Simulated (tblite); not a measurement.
**Frequency calculation, with input and output: C$_{3}$H$_{8}$O$_{4}$SSi**

- system: C$_{3}$H$_{8}$O$_{4}$SSi, SMILES CS(=O)(=O)CC(=O)O[SiH3]
- method: GFN2-xTB harmonic vibrations, gas phase (tblite 0.8.0)

It belongs to a series of runs on one base structure; here: H on C replaced by SO2CH3.

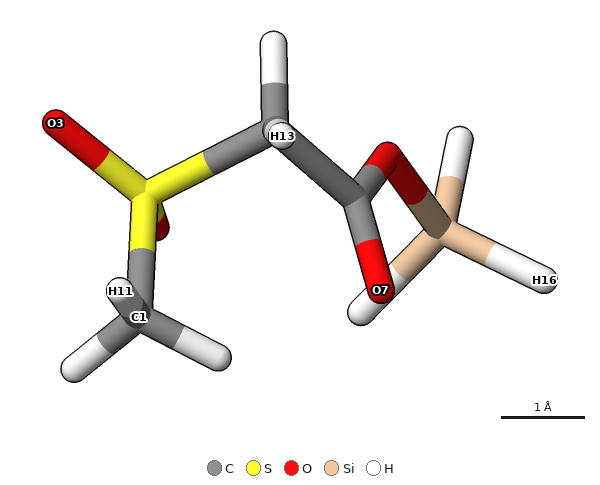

*The structure as given in the input (stick view, seen at a tilt; atoms are numbered from 1 in the order of the input).*

Key numbers

```tsv
quantity	value
outcome	converged
total energy	−865.1001 eV
zero-point energy	69.3410 kcal/mol
hardware	1 CPU thread, shared host
wall time	2.2 s
peak memory	0.18 GiB
```

The input
```
{"job": {"kind": "ir", "xc": "GFN2-xTB", "basis": "xTB"}, "charge": 0, "multiplicity": 1}
C     -2.371903    -0.560716     0.607287
S     -1.391558     0.341054    -0.611406
O     -2.259189     1.183332    -1.384273
O     -0.550176    -0.578997    -1.319153
C     -0.306835     1.416940     0.418148
C      0.723489     0.419169     0.838844
O      0.520222    -0.395721     1.705106
O      1.809250     0.456744     0.113708
Si     2.874960    -0.828383     0.021754
H     -1.691415    -0.950894     1.353905
H     -3.089774     0.128088     1.031773
H     -2.873992    -1.366901     0.087499
H     -0.904179     1.803948     1.235476
H      0.092035     2.200677    -0.216217
H      2.153355    -1.982397    -0.488838
H      3.433524    -1.067235     1.350526
H      3.825186    -0.206676    -0.889449
```

The first line tells a small driver script what to run in tblite; the rest is the geometry in Å.

Launched with:
```bash
OMP_NUM_THREADS=1 python <driver script> task.json out
```

Log
```
mode    cm-1     km/mol
  1      33.4      5.65
  2      57.5      3.66
  3      82.8      4.27
  4      98.9      5.65
  5     139.1      7.08
  6     160.7      3.67
  7     168.0      1.83
  8     217.7      1.34
  9     252.6      1.15
 10     306.2      2.55
 11     373.2     13.04
 12     399.1     86.20
 13     460.9     67.88
 14     577.5     35.27
 15     590.2     72.56
 16     612.0     14.82
 17     631.8     71.96
 18     696.6     56.90
 19     732.2    151.97
 20     742.0    204.90
 21     758.9    118.85
 22     776.3    165.55
 23     793.2    305.76
 24     820.4    181.48
 25     869.6     11.98
 26     885.6     25.76
 27     982.1     21.48
 28    1007.5     30.01
 29    1088.6     25.46
 30    1125.4    364.04
 31    1255.1    129.15
 32    1268.7     38.62
 33    1275.2    984.57
 34    1390.7     62.93
 35    1414.1      6.27
 36    1423.8     14.17
 37    1741.6    376.78
 38    2284.5    252.79
 39    2334.4    180.05
 40    2350.6    209.08
 41    3036.8      1.07
 42    3056.7      1.75
 43    3061.9      2.31
 44    3080.7      1.11
 45    3090.0      1.16
```

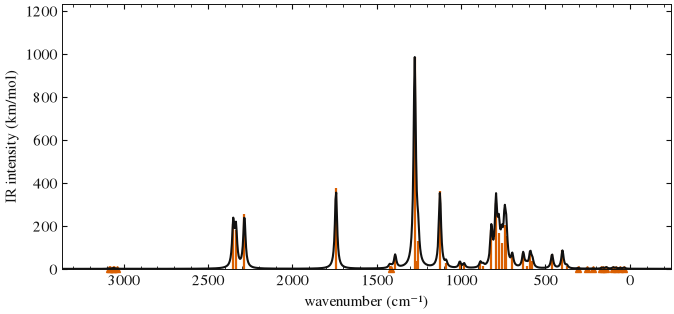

*Harmonic infrared spectrum, unscaled: sticks (degenerate modes added up, dark ones marked on the axis) with a Lorentzian envelope of 16 cm⁻¹ full width, scaled to the tallest stick.*

45 modes from 33 to 3090 cm⁻¹, none imaginary. The strongest line is at 1275 cm⁻¹ (985 km/mol).
